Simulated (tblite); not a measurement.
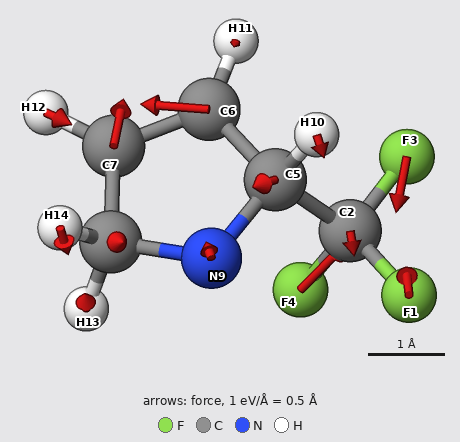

Starting geometry of C5H5F3N (multiplicity 2) with the computed forces as red arrows. Style: ball-and-stick. Shown at a tilt.

These are results of GFN2-xTB geometry optimisation, gas phase in tblite 0.8.0, not measurements. 

What follows when this structure is relaxed?

It isn't relaxed: the largest force vector, on an F atom, is 2.00 eV/Å. The final displacements follow the starting forces only in part (cosine between the two patterns 0.52). The atom that moves furthest after the best rigid fit is an F atom (0.17 Å). Largest moves by element: F 0.17 Å, H 0.13 Å, C 0.08 Å, N 0.04 Å. Near-neighbour distances that change, for instance: C–F 1.393 → 1.336 Å, C–C 1.476 → 1.509 Å, C–F 1.362 → 1.332 Å, C–H 1.103 → 1.073 Å. Among the angles between lasting bonds that change: H–C–H 112.6° → 104.9°, C–C–H 106.4° → 113.3°, C–C–H 107.5° → 113.8°. Over 45 geometry steps the energy falls by 37.5 kJ/mol.
